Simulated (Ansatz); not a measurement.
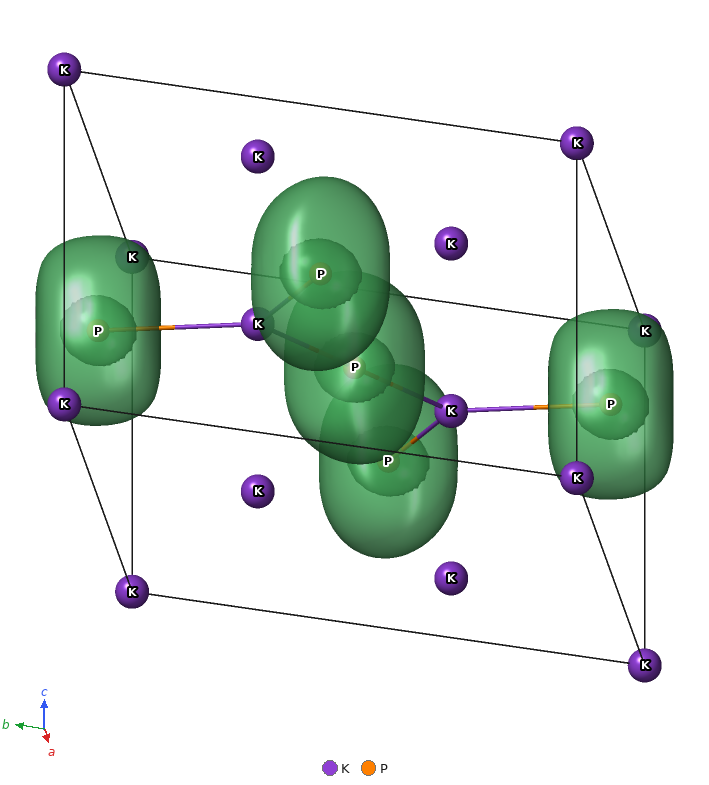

K₅P₃. Isosurface of the electron localisation function at 0.75 (green), seen at an oblique angle. Core shells and regions of very low density are left out. Sticks mark near contacts.

Space group P6/mmm; a structure generated by program, which may or may not match a known phase.

Method: DFT PBE, scalar-relativistic, plane waves, PAW (Ansatz 0.2.0).

```cif
data_structure
_symmetry_space_group_name_H-M 'P 1'
_symmetry_Int_Tables_number 1
_cell_length_a 9.8476
_cell_length_b 9.8476
_cell_length_c 6.2946
_cell_angle_alpha 90.000
_cell_angle_beta 90.000
_cell_angle_gamma 120.000
_cell_volume 528.64
loop_
_atom_site_label
_atom_site_type_symbol
_atom_site_fract_x
_atom_site_fract_y
_atom_site_fract_z
_atom_site_occupancy
K1 K 0.33333 0.66667 0.50000 1
K2 K 0.66667 0.33333 0.50000 1
K3 K 0.33333 0.66667 0.00000 1
K4 K 0.66667 0.33333 0.00000 1
K5 K 0.00000 0.00000 0.00000 1
P1 P 0.50000 0.00000 0.50000 1
P2 P 0.00000 0.50000 0.50000 1
P3 P 0.50000 0.50000 0.50000 1
```

Question: Describe the localisation domains.

Answer: At this value the surface marks out three regions wrapped around P (the valence shell of each), counted in one cell of 8 atoms. Regions shared between cells count once. Profiles from the grid: K–P (2.84 Å): the ELF peaks at about 0.85 in the valence shell of P, 0.9 Å from its nucleus, and drops to about 0.10 between the two atoms (no shared electron pair shows on this line).
